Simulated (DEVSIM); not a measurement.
Device: Cr/SiO2/p-Si capacitor, at 300 K.

```csv
layer (left to right),material,thickness (nm),Na (cm⁻³)
1,SiO2,4.00,-
2,Si,1900,4.4e15
```

Metal gate on the left, work function 4.5 eV. Fixed charge at the semiconductor interface -1.5e10 cm⁻² (in units of +e); no interface traps.

The device is made up for the run: typed textbook-type constants, with dimensions and the other settings drawn at random. Values at 300 K.

```
parameter      SiO2       Si
-------------  ----  -------
gap (eV)          9    1.124
affinity (eV)   0.9     4.05
permittivity    3.9     11.7
Nc (cm⁻³)         -  2.86e19
Nv (cm⁻³)         -   3.1e19
```

Simulated with DEVSIM: 1D Poisson equation in equilibrium, Boltzmann statistics, complete ionisation; no quantum confinement or tunnelling. Metal contacts follow the ideal Schottky-Mott rule: no Fermi-level pinning, no interface dipoles.

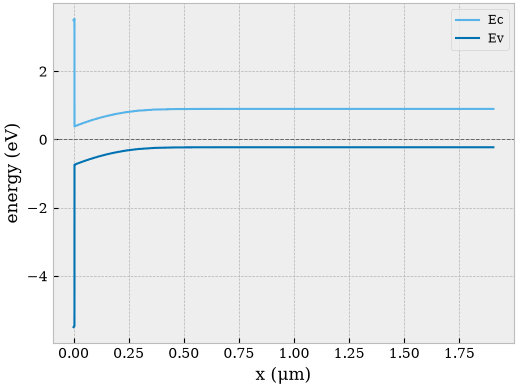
*Band edges at 0.1 V on the gate*

Energies count from the Fermi level of the right contact; mesh points crowd at the junctions.

| x (μm) | Ec (eV) | Ev (eV) | n (cm⁻³) | p (cm⁻³) | field (V/cm) |
|---|---|---|---|---|---|
| 0.000 | 3.500 | -5.500 | < 1e2 | < 1e2 | 84000 |
| 0.0009666 | 3.508 | -5.492 | < 1e2 | < 1e2 | 84000 |
| 0.002132 | 3.518 | -5.482 | < 1e2 | < 1e2 | 84000 |
| 0.003324 | 3.528 | -5.472 | < 1e2 | < 1e2 | 84000 |
| 0.004582 | 0.385 | -0.739 | 9.7e12 | 1.2e7 | 26000 |
| 0.006271 | 0.389 | -0.735 | 8.2e12 | 1.4e7 | 26000 |
| 0.009827 | 0.398 | -0.726 | 5.8e12 | 2.0e7 | 25000 |
| 0.02087 | 0.426 | -0.698 | 2.0e12 | 5.8e7 | 25000 |
| 0.03834 | 0.468 | -0.656 | 4.0e11 | 2.9e8 | 23000 |
| 0.07512 | 0.549 | -0.575 | 1.7e10 | 6.8e9 | 21000 |
| 0.1500 | 0.686 | -0.438 | 8.4e7 | 1.4e12 | 16000 |
| 0.3700 | 0.877 | -0.247 | 54000 | 2.2e15 | 2700 |
| 0.7504 | 0.895 | -0.229 | 26000 | 4.4e15 | ≈ 0 |
| 1.293 | 0.895 | -0.229 | 26000 | 4.4e15 | ≈ 0 |
| 1.660 | 0.895 | -0.229 | 26000 | 4.4e15 | ≈ 0 |
| 1.785 | 0.895 | -0.229 | 26000 | 4.4e15 | ≈ 0 |
| 1.846 | 0.895 | -0.229 | 26000 | 4.4e15 | ≈ 0 |
| 1.875 | 0.895 | -0.229 | 26000 | 4.4e15 | ≈ 0 |
| 1.893 | 0.895 | -0.229 | 26000 | 4.4e15 | ≈ 0 |
| 1.899 | 0.895 | -0.229 | 26000 | 4.4e15 | ≈ 0 |
| 1.902 | 0.895 | -0.229 | 26000 | 4.4e15 | ≈ 0 |
| 1.904 | 0.895 | -0.229 | 26000 | 4.4e15 | ≈ 0 |
